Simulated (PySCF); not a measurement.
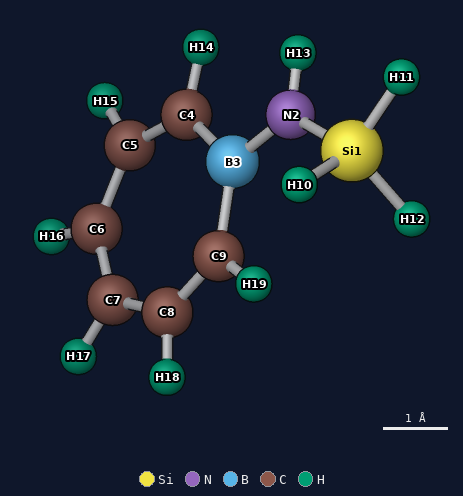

Fig. 1: The structure (ball-and-stick view, seen at a tilt; atoms are numbered from 1 in the order of the input).

**C$_{6}$H$_{10}$BNSi: a changed input and its effect**

System: C$_{6}$H$_{10}$BNSi, SMILES [SiH3]NB1C=CC=CC=C1.
Method of the first run: GIAO PBE0/pcSseg-1 NMR shielding, non-relativistic, gas phase (PySCF 2.14.0).

The geometry comes from this level: PBE0-D3(BJ)/def2-SVP. Text and figures count atoms from 1; the logs count them from 0 in places.

The input, the first run:
```
{"job": {"kind": "nmr", "xc": "PBE0", "basis": "pcSseg-1"}, "charge": 0, "multiplicity": 1}
Si     3.000217    -0.381310    -0.281937
N      1.603796     0.169527     0.613596
B      0.217520    -0.007053     0.297045
C     -0.833639     0.598478     1.253837
C     -2.194145     0.576912     1.163948
C     -3.029146    -0.019036     0.163556
C     -2.693560    -0.720934    -0.959428
C     -1.404062    -1.071669    -1.476471
C     -0.164996    -0.790722    -0.979802
H      3.031247    -1.870739    -0.418121
H      4.209615     0.062062     0.474317
H      3.051046     0.195093    -1.661205
H      1.808227     0.692870     1.459131
H     -0.452865     1.131843     2.137586
H     -2.757115     1.080049     1.960053
H     -4.103360     0.110708     0.332031
H     -3.536571    -1.073700    -1.562607
H     -1.450380    -1.648398    -2.408813
H      0.652224    -1.191822    -1.596841
```

The first line tells a small driver script what to run in PySCF; the rest is the geometry in Å.

Command:
```bash
OMP_NUM_THREADS=1 python <driver script> task.json out
```

Hardware: 1 CPU thread, shared host.

Output (the first run):
```
coarse grid: 16488 points
cycle   1  E = -603.1151555182  dE =  1.065e+00  |g| = 5.008e-01  |ddm| = 4.138e+00
cycle   2  E = -603.0604796302  dE =  5.468e-02  |g| = 6.852e-01  |ddm| = 1.158e+00
cycle   3  E = -603.1761654890  dE = -1.157e-01  |g| = 1.375e-01  |ddm| = 7.614e-01
cycle   4  E = -603.1812823173  dE = -5.117e-03  |g| = 4.091e-02  |ddm| = 1.719e-01
cycle   5  E = -603.1817215763  dE = -4.393e-04  |g| = 1.409e-02  |ddm| = 4.796e-02
cycle   6  E = -603.1817666906  dE = -4.511e-05  |g| = 3.837e-03  |ddm| = 1.361e-02
cycle   7  E = -603.1817702472  dE = -3.557e-06  |g| = 2.957e-04  |ddm| = 3.690e-03
final grid: 155096 points
cycle   8  E = -603.2292746507  dE = -3.038e-05  |g| = 8.183e-03  |ddm| = 3.750e-02
cycle   9  E = -603.2292694171  dE =  5.234e-06  |g| = 9.665e-03  |ddm| = 1.575e-02
cycle  10  E = -603.2292913449  dE = -2.193e-05  |g| = 1.176e-03  |ddm| = 8.211e-03
cycle  11  E = -603.2292916599  dE = -3.150e-07  |g| = 2.976e-04  |ddm| = 1.203e-03
cycle  12  E = -603.2292916792  dE = -1.920e-08  |g| = 1.122e-04  |ddm| = 3.510e-04
cycle  13  E = -603.2292916823  dE = -3.125e-09  |g| = 3.673e-05  |ddm| = 1.330e-04
cycle  14  E = -603.2292916826  dE = -3.661e-10  |g| = 6.579e-06  |ddm| = 3.909e-05
converged SCF energy = -603.2292916826

GIAO shielding tensors (ppm)
atom      isotropic    diamagn.    paramagn.     s11        s22        s33       span
  0 Si     409.612     878.583    -468.971    370.189    390.283    468.363     98.174
  1 N      189.441     323.683    -134.243    121.449    218.822    228.052    106.604
  2 B       65.472     193.081    -127.609     40.132     45.050    111.234     71.103
  3 C       28.869     261.733    -232.865    -96.502     29.028    154.080    250.582
  4 C       33.145     254.386    -221.241    -89.242     31.928    156.750    245.993
  5 C       44.092     254.976    -210.884    -66.746     44.909    154.112    220.858
  6 C       44.539     255.241    -210.703    -66.611     46.651    153.576    220.187
  7 C       32.699     254.445    -221.746    -89.943     30.583    157.458    247.401
  8 C       33.868     264.139    -230.271    -93.641     27.528    167.718    261.359
  9 H       26.402      28.597      -2.194     23.514     24.501     31.191      7.677
 10 H       26.635      27.356      -0.721     23.178     25.260     31.466      8.288
 11 H       26.425      28.841      -2.417     23.526     24.510     31.237      7.711
 12 H       28.474      33.061      -4.587     20.956     28.433     36.034     15.078
 13 H       24.241      32.705      -8.464     20.500     22.257     29.966      9.467
 14 H       23.779      29.146      -5.367     20.226     23.088     28.023      7.797
 15 H       24.366      27.340      -2.974     20.915     24.231     27.951      7.036
 16 H       24.335      27.663      -3.328     20.871     24.188     27.944      7.073
 17 H       23.642      30.024      -6.382     20.100     22.689     28.136      8.036
 18 H       23.933      34.066     -10.133     20.115     21.327     30.357     10.242
```

For the second run the input was changed thus:
```diff
-"xc": "PBE0"
+"xc": "wB97X-D"
+"pop": false
```

What does this change do to the results?

The total energies belong to different methods, so their difference says nothing on which is more stable or more accurate. The HOMO goes from −6.46 to −8.15 eV. The LUMO goes from −1.82 to −0.12 eV. Of all shieldings, the largest change is that of N2, by +4.2 ppm. The functional changes from PBE0 to wB97X-D. The number of SCF iterations is the same.

Output (the second run):
```
coarse grid: 16488 points
cycle   1  E = -603.5072898298  dE =  1.373e+00  |g| = 4.538e-01  |ddm| = 4.082e+00
cycle   2  E = -603.5234115636  dE = -1.612e-02  |g| = 4.329e-01  |ddm| = 7.735e-01
cycle   3  E = -603.5651773686  dE = -4.177e-02  |g| = 6.495e-02  |ddm| = 3.797e-01
cycle   4  E = -603.5662592307  dE = -1.082e-03  |g| = 3.084e-02  |ddm| = 9.283e-02
cycle   5  E = -603.5665241285  dE = -2.649e-04  |g| = 3.629e-03  |ddm| = 3.800e-02
cycle   6  E = -603.5665319146  dE = -7.786e-06  |g| = 2.264e-03  |ddm| = 7.751e-03
final grid: 155096 points
cycle   7  E = -603.6208436960  dE = -1.730e-04  |g| = 9.167e-03  |ddm| = 4.325e-02
cycle   8  E = -603.6208430384  dE =  6.576e-07  |g| = 9.729e-03  |ddm| = 1.284e-02
cycle   9  E = -603.6208618308  dE = -1.879e-05  |g| = 6.966e-04  |ddm| = 5.784e-03
cycle  10  E = -603.6208619861  dE = -1.554e-07  |g| = 2.838e-04  |ddm| = 1.303e-03
cycle  11  E = -603.6208620237  dE = -3.759e-08  |g| = 9.982e-05  |ddm| = 4.984e-04
cycle  12  E = -603.6208620302  dE = -6.502e-09  |g| = 4.774e-05  |ddm| = 1.969e-04
cycle  13  E = -603.6208620325  dE = -2.261e-09  |g| = 1.961e-05  |ddm| = 1.177e-04
cycle  14  E = -603.6208620329  dE = -3.770e-10  |g| = 7.464e-06  |ddm| = 4.941e-05
converged SCF energy = -603.6208620329

GIAO shielding tensors (ppm)
atom      isotropic    diamagn.    paramagn.     s11        s22        s33       span
  0 Si     409.337     878.378    -469.041    370.757    390.410    466.845     96.088
  1 N      193.636     324.295    -130.659    129.440    219.482    231.985    102.545
  2 B       66.197     193.163    -126.966     40.617     45.821    112.155     71.538
  3 C       30.007     261.970    -231.963    -96.818     30.915    155.923    252.741
  4 C       31.777     254.693    -222.916    -94.440     32.149    157.622    252.062
  5 C       43.852     255.371    -211.519    -69.794     46.319    155.031    224.825
  6 C       44.348     255.613    -211.265    -69.498     47.978    154.563    224.061
  7 C       31.222     254.798    -223.576    -95.219     30.660    158.226    253.445
  8 C       34.867     264.270    -229.402    -93.964     30.011    168.555    262.519
  9 H       26.592      28.789      -2.197     23.699     24.722     31.356      7.657
 10 H       26.810      27.425      -0.614     23.345     25.407     31.678      8.333
 11 H       26.614      29.043      -2.429     23.712     24.729     31.401      7.689
 12 H       28.734      33.185      -4.451     21.181     28.583     36.440     15.259
 13 H       24.424      32.815      -8.391     20.779     22.409     30.085      9.307
 14 H       23.909      29.201      -5.291     20.457     23.079     28.192      7.736
 15 H       24.513      27.255      -2.742     21.115     24.324     28.100      6.984
 16 H       24.484      27.584      -3.100     21.070     24.294     28.086      7.016
 17 H       23.774      30.116      -6.342     20.324     22.694     28.303      7.979
 18 H       24.115      34.307     -10.191     20.359     21.490     30.497     10.138
```

The two runs side by side:

```tsv
quantity	the first run	the second run
outcome	converged	converged
total energy (hartree)	−603.229292	−603.620862
HOMO (eV)	−6.46	−8.15
LUMO (eV)	−1.82	−0.12
dipole moment (D)	0.97	0.98
shielding of Si1 (ppm)	409.6	409.3
shielding of N2 (ppm)	189.4	193.6
shielding of B3 (ppm)	65.5	66.2
shielding of C4 (ppm)	28.9	30.0
shielding of C5 (ppm)	33.1	31.8
shielding of C8 (ppm)	32.7	31.2
shielding of C9 (ppm)	33.9	34.9
SCF iterations	14	14
basis functions	210	210
wall time (shared host)	76 s	86 s
```
